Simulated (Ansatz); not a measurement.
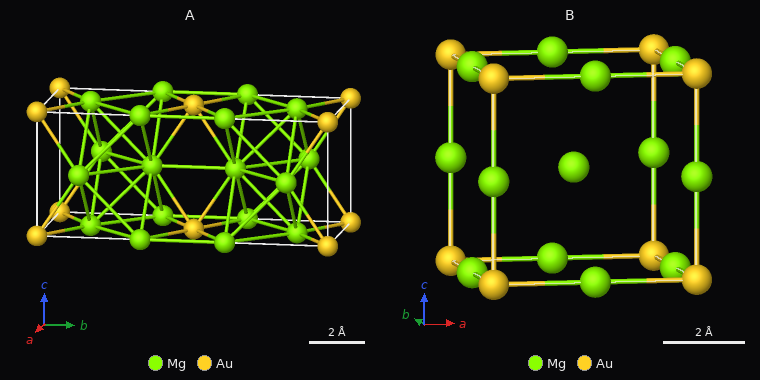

Two structures of Mg4Au, each relaxed to rest (conventional cells in solid outline, small ones repeated, not to one scale). Method: DFT PBE, scalar-relativistic, plane waves, PAW in Ansatz 0.2.0, without spin polarisation.

Question: Identify the two structures.

Answer: A: 10 atoms a cell on a base-centred orthorhombic lattice, Cmmm. B: 5 atoms a cell on a primitive cubic lattice, Pm-3m.

Question: Which is the more stable form at this level of theory?

Answer: A is lower, by 199 meV/atom at this level of theory (energies at zero smearing). Volumes: A 22.7, B 27.0 Å³/atom.

One or both may be structure types tried for this composition rather than known phases.
